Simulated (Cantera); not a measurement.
A closed system holds: 1 mol Al2O3, 0.54 mol H2, equilibrated at 13.3 mbar.

Method: chemical equilibrium by Gibbs-energy minimisation in Cantera with the NASA 1993 tables (ideal gas, pure condensed phases). Candidate condensed phases: Al, Al2O3, H2O; 19 gas species. The tables' values for AlOH are old estimates; treat these amounts as uncertain. Equilibrium is a limit: real reactors are often held back by kinetics, nucleation or transport.

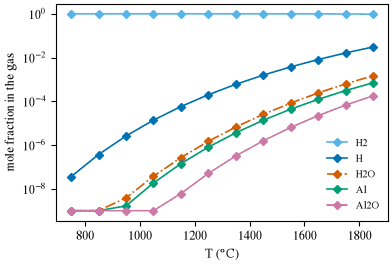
Figure. Equilibrium gas composition (values under 1e-9 drawn at 1e-9)

From 750 °C to 1850 °C the condensed part is Al2O3(s).
